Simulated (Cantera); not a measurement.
Feed: 1 mol SiH2Cl2, 1.4 mol H2O, 12 mol N2, at 10.0 Torr.

These are equilibrium values from Cantera (NASA tables, ideal gas, pure condensed phases), not measurements of a reactor. Candidate condensed phases: H2O, NH4Cl, Si, SiO2, Si2N2O, Si3N4; 47 gas species. N2 is the only nitrogen source here; it is nearly inert below about 1500 K, so the nitride shown seldom forms there in practice. Mutual solubility and eutectic melting of coexisting phases are not modelled. The tables' values for SiCl3 are old estimates; treat these amounts as uncertain. The tables hold silica as quartz up to 1696 K and as liquid above; real silica turns to tridymite and cristobalite and melts near 1996 K. Rates play no part.

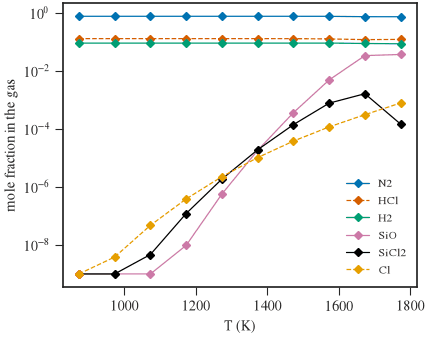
Figure: Equilibrium gas composition (values under 1e-9 drawn at 1e-9)

Task: Read off the mole fractions at 1073 K.

Result: N2 about 0.78, HCl about 0.13, H2 about 0.092, Cl about 4.8e-8.
